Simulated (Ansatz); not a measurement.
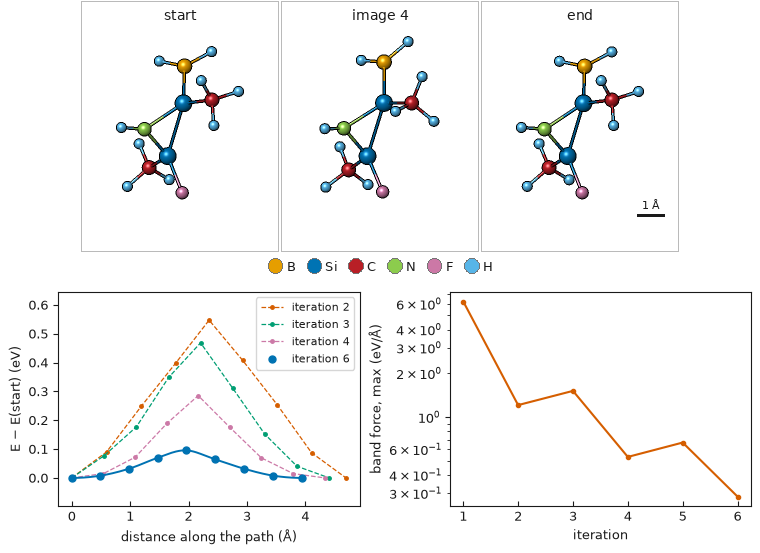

A search for the minimum-energy path of C2H9BFNSi2 by the nudged elastic band. Images are numbered from 0 (start) to 8 (end). The plot follows the band through its iterations. Style: ball-and-stick. Shown from a free direction.

Theory: RKS PBE0-D4/6-31G* in Ansatz 0.2.0. Settings: 7 movable images; climbing image; force threshold 0.5 eV/Å; iteration limit 29; starting path through a guess of the saddle point.

**Judge this run.**

The run is converged, with reservations. The band converged in 6 iterations. The largest component of the band force went from 6.2 to 0.28 eV/Å. The climbing image converged on the top of the path. Its curvatures weren't checked. The force threshold is loose. The first iteration put the highest image at 1.857 eV. The barrier is about 0.096 eV in both directions, with image 4 at the top; the ends have the same energy.

Cost: 4.6 min on 2 threads of Arm Neoverse V1 (shared host), peak memory 0.42 GiB.
